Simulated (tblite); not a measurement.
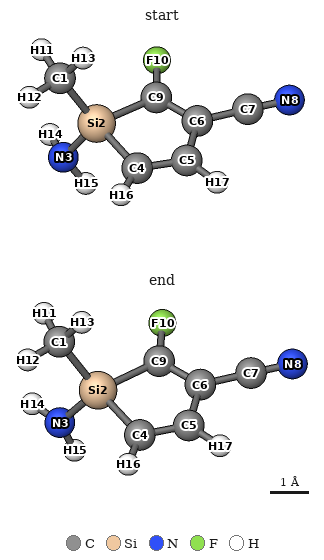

The structure of C6H7FN2Si before (top) and after (bottom) a relaxation, at one scale.

The picture is a ball-and-stick view, seen from a free direction.

Theory: GFN2-xTB geometry optimisation, gas phase (tblite). 

### Describe what moved and what it gained.

The largest move after the best rigid fit is that of H14, 0.54 Å. By element the largest moves are H 0.54 Å, N 0.18 Å, F 0.16 Å, C 0.13 Å, Si 0.07 Å. Some distances before and after: C1–Si2 1.820 → 1.892 Å, Si2–C9 1.875 → 1.921 Å, Si2–N3 1.689 → 1.720 Å, C7–N8 1.167 → 1.147 Å. Among the angles between lasting bonds that change: Si2–N3–H14 110.7° → 119.5°, C5–C4–H16 128.6° → 121.5°, Si2–C4–H16 121.2° → 127.7°. After 72 geometry steps the energy has fallen by 0.342 eV. The run took 0.99 s on 1 thread of Arm Neoverse N1 (shared host).
